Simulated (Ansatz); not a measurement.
# Profile along the K–Br line in KBr (rock salt)

KBr (rock salt)

```cif
data_BrK
_chemical_formula_sum 'K1 Br1'
_space_group_name_H-M_alt 'P 1'
_space_group_IT_number 1
_cell_length_a 4.67316
_cell_length_b 4.67316
_cell_length_c 4.67316
_cell_angle_alpha 60.000
_cell_angle_beta 60.000
_cell_angle_gamma 60.000
loop_
_space_group_symop_operation_xyz
  'x, y, z'
loop_
_atom_site_label
_atom_site_type_symbol
_atom_site_fract_x
_atom_site_fract_y
_atom_site_fract_z
_atom_site_occupancy
K1 K 0.00000 0.00000 0.00000 1
Br1 Br 0.50000 0.50000 0.50000 1
```

Fields along a shortest K–Br line of a {100} plane (3.30 Å), from K to Br, interpolated on the slice's grid (step about 0.1 Å). Level of theory: r2SCAN (plane waves to 500 eV, PAW, scalar-relativistic; Ansatz, a program for electronic structure). k mesh 9×9×9. Inside the PAW spheres the values are not all-electron values, and peaks at nuclei hang on which shells count as valence. KBr was relaxed with its symmetry unable to fall.

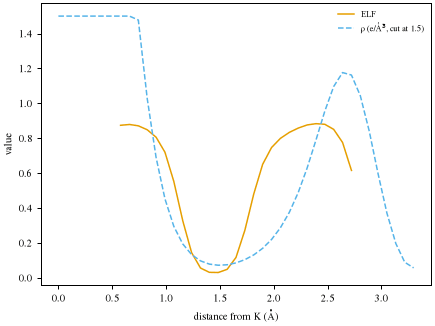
Figure. ELF (away from the nuclei) and valence density from K to Br.

Density on the K–Br line (3.30 Å) at its density minimum, 1.5 Å from K: 0.07 e/Å³. ELF at that point: 0.0. Character of the K–Br contact (rough rule: ELF there above 0.7 covalent, below 0.2 ionic, polar between): closed-shell (ionic).
